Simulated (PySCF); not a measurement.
Vertical excitations of a molecule C2H8OSn from TDA-PBE/def2-SVPD run with PySCF, as energy in eV (oscillator strength): 5.00 (0.003), 5.19 (0.017), 5.40 (0.001), 5.83 (0.018), 6.00 (0.053), 6.10 (0.030), 6.39 (0.012), 6.53 (0.043), 6.76 (0.013), 6.81 (0.021). Lowest triplet (TDA): 4.62 eV. Coordinates come from a B3LYP-D3(BJ)/def2-SVP optimisation. The def2 effective core potentials stand for the cores of Sn; spin–orbit coupling is left out. One conformer was computed; it need not be the lowest.

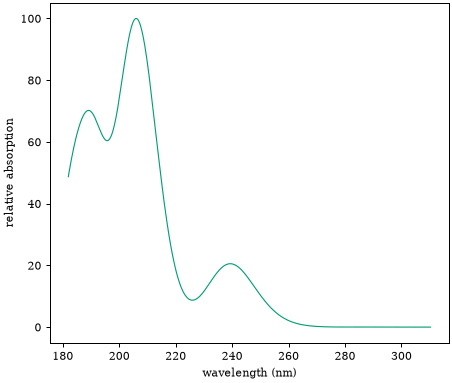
Figure. The lines broadened by 0.4 eV.

Task: Which structure fits?
(A) [CH3][SnH]([CH3])[OH]
(B) C[O][SnH2][CH3]
(C) C[CH2][SnH2][OH]
(D) CC[O][SnH3]

Result: B, C[O][SnH2][CH3]
